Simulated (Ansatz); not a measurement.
## Electronic structure of CH$_{6}$OSi···CH$_{4}$ in real space

Input file:

```
crystal:
  periodic: [false, false, false]
  atoms:
    - { symbol: Si, position_ang: [-1.265007, 0.301097, 0.046483] }
    - { symbol: O, position_ang: [-0.507464, 1.520632, 0.998796] }
    - { symbol: H, position_ang: [-0.871651, 0.396547, -1.378706] }
    - { symbol: H, position_ang: [-2.717038, 0.611909, 0.122458] }
    - { symbol: C, position_ang: [-0.95969, -1.408106, 0.744483] }
    - { symbol: H, position_ang: [1.2329, 1.35293, -0.455104] }
    - { symbol: C, position_ang: [1.756722, 0.54351, -0.941115] }
    - { symbol: H, position_ang: [0.234461, 1.204661, 1.523169] }
    - { symbol: H, position_ang: [-1.484903, -2.159203, 0.147432] }
    - { symbol: H, position_ang: [0.096047, -1.687889, 0.763056] }
    - { symbol: H, position_ang: [-1.343692, -1.476098, 1.765888] }
    - { symbol: H, position_ang: [1.484239, -0.417537, -0.506266] }
    - { symbol: H, position_ang: [2.833988, 0.682707, -0.826676] }
    - { symbol: H, position_ang: [1.511188, 0.534738, -2.003996] }
basis:
  gaussian: { orbitals: def2-mTZVP }
hamiltonian:
  xc: pbe0
relax:
  f_tol: 0.03
  max_steps: 50
output:
  orbitals: {}
```

Launched as:

```sh
ansatz run input.yaml --threads 2 --pin off --max-ram 3072MiB --backend cpu --events-out ev --progress --plain --runs-dir out
```

The fields are those of the relaxed geometry.

Theory: Ansatz 0.2.0, RKS PBE0/def2-mTZVP.

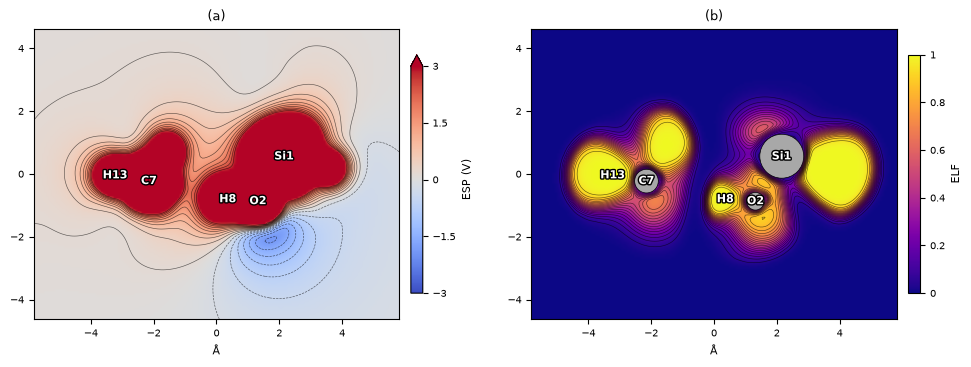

Figure 1. (a) molecular electrostatic potential; (b) ELF on the plane of atoms Si1, O2 and H8. Grey discs cover the atomic cores in the ELF map.

### Read the bonding off the picture.

The plane passes through Si, O, C and H nuclei.
C7···H8 (2.58 Å): the ELF dips to about 0 between them; a weak contact between the two molecules.
Si–O (1.66 Å): the ELF peaks at about 0.90 between the atoms; a polar covalent bond.
O–H (0.96 Å): the ELF climbs to about 1 towards the hydrogen, as it does in any bond to H: a covalent bond by its length.
C–H (1.09 Å): the ELF climbs to about 1 towards the hydrogen (a covalent bond by its length).
The ELF also peaks beside O2, away from the bonds: lone-pair regions.
Outside the dense part of the complex the potential is most negative (−1.9 V) near O2.

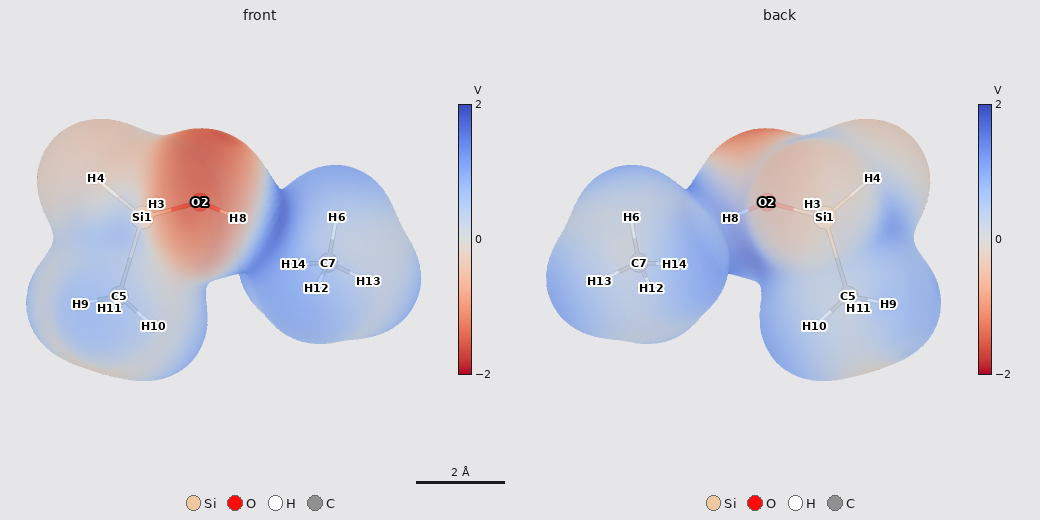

Figure 2. The electrostatic potential painted on the density surface at 0.002 e/bohr³, seen from the front and from behind; the colour scale runs from red (negative) to blue (positive).

### Describe the electrostatic potential map.

The most negative region (about −1.5 V) lies over O2, the most positive (about +1.6 V) over H8. O2 is the likeliest acceptor of a hydrogen bond.

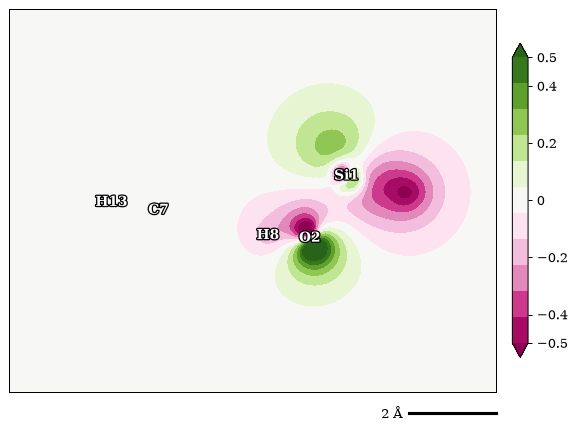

Figure 3. The HOMO−1 on the plane of atoms Si1, O2 and H8 (values in Å⁻³ᐟ²; the overall sign is arbitrary).

### Describe this orbital and give its energy.

By Hirshfeld shares it lies mainly on Si1 (about 30 %), H4 (about 25 %), O2 (about 20 %), H3 (about 15 %) and C5 (about 5 %). Its energy is −8.96 eV.
